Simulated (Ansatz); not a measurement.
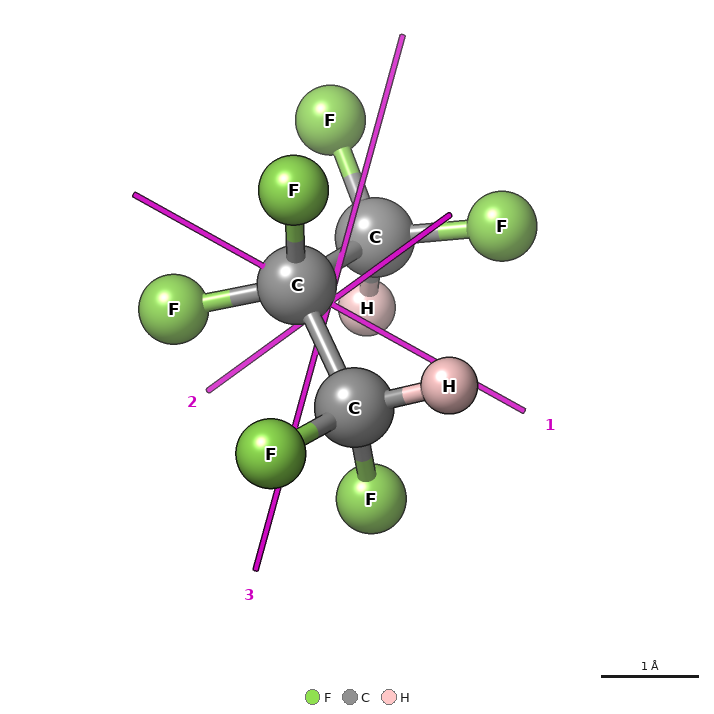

The three principal axes of inertia are drawn and numbered. Distant atoms are faded towards the background colour. Computed geometry: PBE-D4/def2-SVP optimisation. No frequency run is at hand to confirm it as a minimum. Masses are those of the most abundant isotopes; constants are for the rigid equilibrium geometry.

### Which line is the a axis (least moment of inertia), which b and which c?

a is line 3, b is line 1, c is line 2; the moments are 211, 399, 463 u Å².

### Classify the rotor and give the rotational constants (cm⁻¹).

An asymmetric top (C2): A = 0.0799, B = 0.0422, C = 0.0364 cm⁻¹. Ray's parameter κ is −0.73, nearer the prolate limit.
